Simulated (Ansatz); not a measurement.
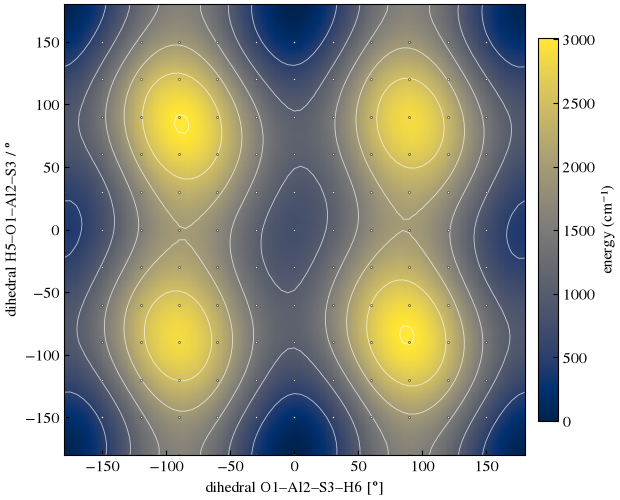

AlClH2OS, SMILES [OH][Al]([SH])[Cl]. First axis: dihedral O1–Al2–S3–H6. Second axis: dihedral H5–O1–Al2–S3. Nothing is relaxed (all other coordinates rigid). Grid: 12 × 12 points; 74 points were computed and 70 follow by symmetry. Points are written as (first, second). Energies: cm⁻¹, counted from the lowest grid point. These are results of RKS wB97X-V/def2-SVP in Ansatz, not measurements.

Drawn: a smooth colour map with a few white contour lines, dots at the grid points. Between grid points the surface is interpolated.

The lowest grid point is at (0°, −180°). There are further wells near (−180°, −180°) (36 cm⁻¹ above the lowest at that grid point); (−180°, 0°) (410 cm⁻¹ above the lowest at that grid point); (0°, 0°) (772 cm⁻¹ above the lowest at that grid point). The highest grid point, (−90°, 90°), lies 3010 cm⁻¹ above the lowest. On the interpolated surface the easiest way out of the lowest well to the well at (0°, 0°) passes a barrier of about 1100 cm⁻¹. Round the minimum the two coordinates are weakly coupled (coupling −0.09 in units of the two stiffnesses).

The system is changed to AlBrH2OS, SMILES [OH][Al]([SH])[Br]; the new grid has 9 × 9 points, laid about the new relaxed structure.

What does this change do to the map?

Answer. The minimum (interpolated where it lies between grid points) moves from (0°, −180°) to (−180°, −180°). The span from the lowest to the highest grid point shrinks from 3010 to 2870 cm⁻¹. The easiest pass out of the lowest well goes from about 1100 to about 870 cm⁻¹ on the interpolated surfaces.

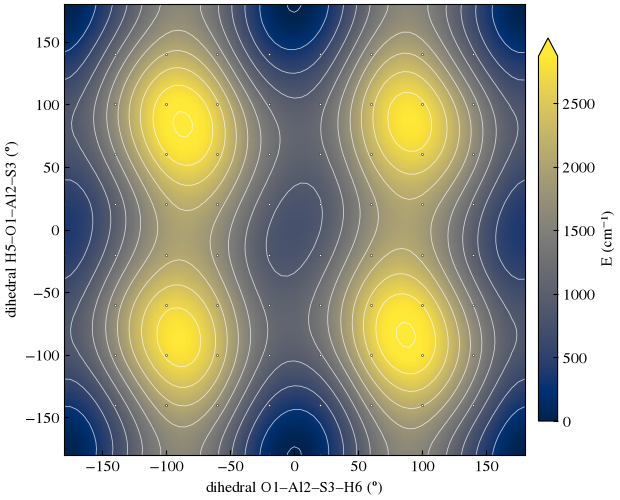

The map after the change, on a colour scale of its own. The picture shows a smooth colour map with a few white contour lines, dots at the grid points, one colour for all values above the top of the scale. Between grid points the surface is interpolated.
